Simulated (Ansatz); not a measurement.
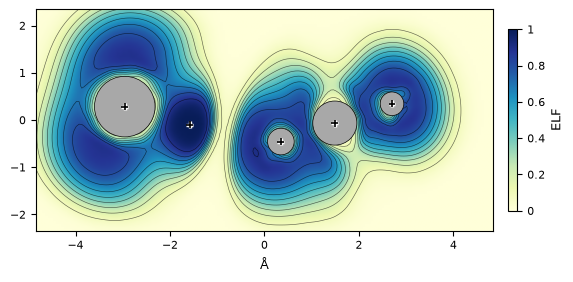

The electron localisation function on a plane through atoms (crosses mark nuclei in the plane; grey discs cover the cores).

Level of theory: RKS PBE0-D4/def2-TZVPP (Ansatz 0.2.0).

Candidates:
A. BFO···HBr
B. BH5S
C. CH5BO

### Which system is this?

Candidate A: BFO···HBr on the molecular plane, which holds B, Br, O, H and F. O3···H4 (1.96 Å): the ELF dips to about 0.10 between them. B–O (1.21 Å): the ELF peaks at about 0.85 between the atoms: a polar covalent bond.
